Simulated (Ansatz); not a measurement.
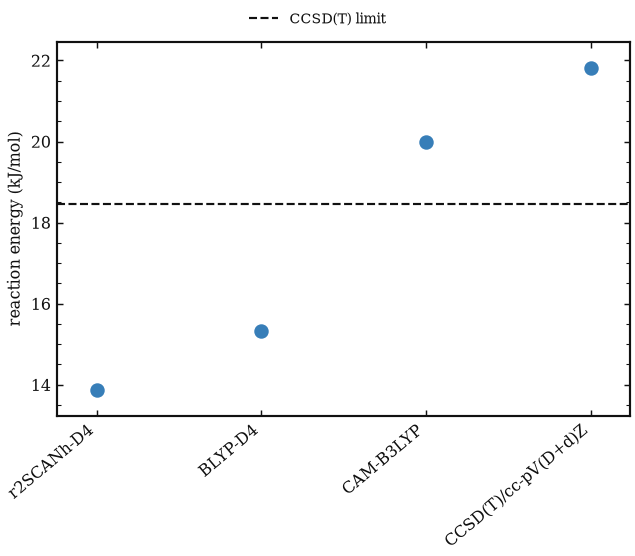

Electronic reaction energy of Si₂H₄O₂ (O[Si]O[SiH3]) [singlet] + HCl (Cl) → SiHOCl (O[Si]Cl) [singlet] + SiH₄O (O[SiH3]) (SMILES in brackets) at several levels (functionals in def2-TZVPP unless a basis is named), isolated molecules at PBE0-D4 triple-zeta geometries, minima by their frequencies, no zero-point or thermal terms, the Ansatz code 0.2.0. The line is frozen-core CCSD(T) at the basis limit (MP2 extrapolated from triple and quadruple zeta, plus CCSD(T) less MP2 in a smaller set). No dispersion term is added to CAM-B3LYP. The distance of CCSD(T)/cc-pV(D+d)Z to the limit includes basis error. The limit lies 4.3 kJ/mol from CCSD(T)/def2-TZVPP, so the line itself is uncertain by a part of that.

Q: Which level comes closest to the line (CCSD(T) limit), and which misses most?

A: Closest CAM-B3LYP (20.0 kJ/mol), against 18.5 kJ/mol; farthest r2SCANh-D4 (13.9 kJ/mol).

Q: Give the values.

A:
```csv
level,kJ/mol,less CCSD(T) limit
r2SCANh-D4,13.9,−4.6
BLYP-D4,15.3,−3.1
CAM-B3LYP,20.0,1.5
CCSD(T)/cc-pV(D+d)Z,21.8,3.4
CCSD(T) limit,18.5,0.0
```

Caveats: one conformer of each flexible molecule.
